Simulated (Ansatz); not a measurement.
Hypothetical P6_3/mmc HgI2: pressure series

The parent structure is HgI$_{2}$ in the 2H-MoS2 type structure (space group P6_3/mmc, No. 194; a = 4.166 Å, c = 14.183 Å; a hypothetical phase, not in the database extracts checked).

Cell and atoms are relaxed at each pressure.

Method: PBE-D3(BJ) (Ansatz, an electronic-structure program, PAW, no spin-orbit coupling), earlier PAW set.

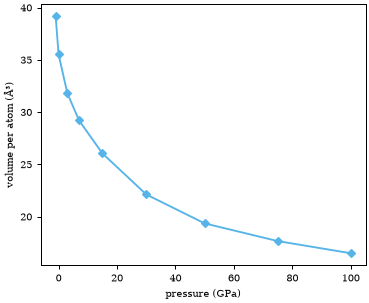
Figure: Volume per atom against pressure

Question: From the plot, what is the volume per atom for pressure 50 GPa?

Answer: About 19 Å³.

Question: Is the trend monotonic over the range shown?

Answer: Yes, it falls throughout, spanning 16.50 Å³ to 39.16 Å³.

The mesh was chosen for an insulator and is coarse for the gapless case. From pressure 50 GPa on, the axis ratios lie over 15 % from the base's, so the cell there is far from its starting form. Load acts through the strain it causes; cell and atoms are relaxed under it. No phonon test of stability was made. Competing high-pressure phases were not computed. The final runs are not spin-polarised.
